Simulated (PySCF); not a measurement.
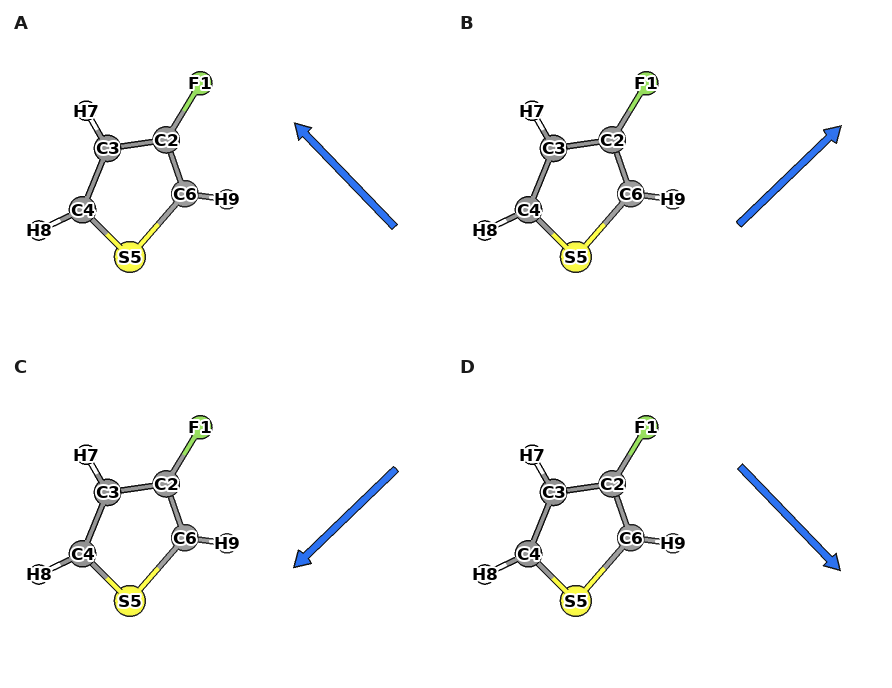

The same molecule four times, each with an arrow. Computed geometry: GFN2-xTB optimisation. No frequency run is at hand to confirm it as a minimum. Properties computed with PBE0/def2-SVPD, gas phase (PySCF 2.14.0).

Which arrow points along the dipole moment, from the negative to the positive end?

Answer. C. The dipole moment is 1.25 D; it points from the side of F1 to the side of H8 (the outermost atoms at the two ends).
